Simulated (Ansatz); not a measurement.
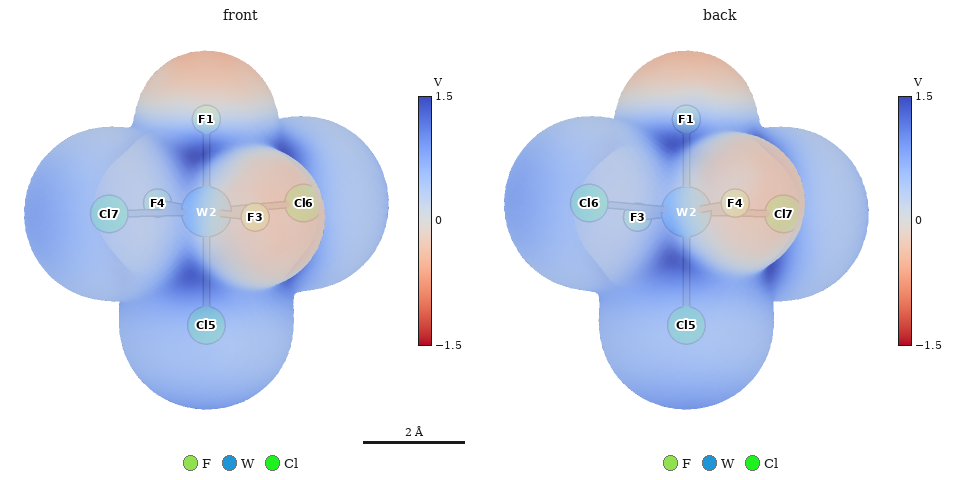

Figure 1: Cl3F3W (SMILES [F][W]([F])([F])([Cl])([Cl])[Cl]). The molecular electrostatic potential painted on the density surface at 0.004 e/bohr³, seen from the front and from behind; red is negative and blue positive.

Geometry: PBE0-D4/def2-TZVP; core potentials replace the inner electrons of W.

Method: RKS PBE0-D4/def2-TZVPP (Ansatz 0.2.0).

Input

```
crystal:
  periodic: [false, false, false]
  atoms:
    - {symbol: F, position_ang: [-0.410798, -1.436269, 1.141909]}
    - {symbol: W, position_ang: [-0.006587, -0.023042, 0.018306]}
    - {symbol: F, position_ang: [1.519906, 0.276394, 1.001912]}
    - {symbol: F, position_ang: [-1.548419, -0.376120, -0.922657]}
    - {symbol: Cl, position_ang: [0.488682, 1.708653, -1.358393]}
    - {symbol: Cl, position_ang: [-1.175642, 1.337568, 1.420810]}
    - {symbol: Cl, position_ang: [1.132848, -1.487194, -1.301877]}
basis:
  gaussian: {orbitals: def2-TZVPP}
hamiltonian: {xc: pbe0, dispersion: d4}
output: {orbitals: {seedname: orbitals}}
```

Command:

```sh
ansatz run in.yaml --threads 4 --pin off --events-out ev --progress --plain --max-ram 11315MiB
```

### Which sites attract a positive test charge, and which a negative one?

A positive charge is drawn to the negative regions and a negative charge to the positive ones. The most negative region (about −0.4 V) lies over F1, the most positive (about +1.4 V) over W2. Cl6 shows a σ-hole: about +0.8 V at the tip opposite its bond, against about +0.4 V on its flanks. Cl7 shows a σ-hole: about +0.8 V at the tip opposite its bond, against about +0.4 V on its flanks.
